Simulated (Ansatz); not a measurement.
```xyz
6

B    -0.3295    0.6137    1.2533
B    -0.6691   -0.4554   -0.1003
B     0.6691    0.4555    0.1003
B     0.3296   -0.6138   -1.2533
F     1.0276   -0.8990   -2.3306
F    -1.0276    0.8990    2.3306
```

Geometry: PBE-D4/def2-SVP; not at a stationary point (largest force 0.8 eV/Å).

Method: Ansatz 0.2.0, RKS PBE0-D4/def2-TZVP.

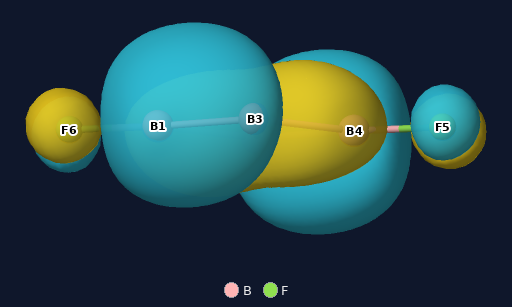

B4F2. The HOMO at ±0.08 Å⁻³ᐟ² (yellow and cyan are the two phases), seen from one side.

**Describe this orbital and give its energy.**

It lies mainly on B2 (about 25 %), B3 (about 25 %), B1 (about 20 %) and B4 (about 20 %); it is symmetric in the molecular plane (an in-plane orbital: σ, lone-pair or in-plane π type); it is gerade (even under inversion). Its energy is −7.20 eV.
